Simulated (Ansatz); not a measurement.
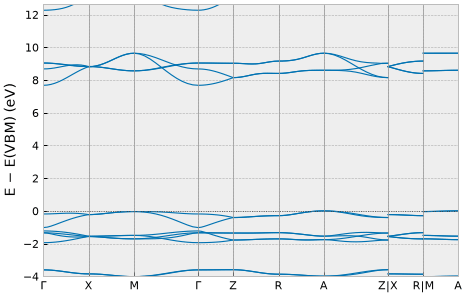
*Band structure from r²SCAN+D4 in the plane-wave PAW code Ansatz*

Question: Read off the gap and where the band edges lie.

Answer: About 7.7 eV (7.67 eV by a search for the band edges); maximum at A, minimum at Γ.

The material is N in space group P4_2/mnm (No. 136; N on 4f).

The workflow started from a Materials Project entry (that database holds measured and hypothetical structures alike); the Crystallography Open Database copy checked does not list it. It is not the usual solid phase (space group No. 205). The cell was relaxed with r²SCAN+D4 under the symmetry of its start; its stability against distortions is not shown here. The substance is a gas or liquid at ambient conditions.

Potentials: the later of the program's two PAW sets.
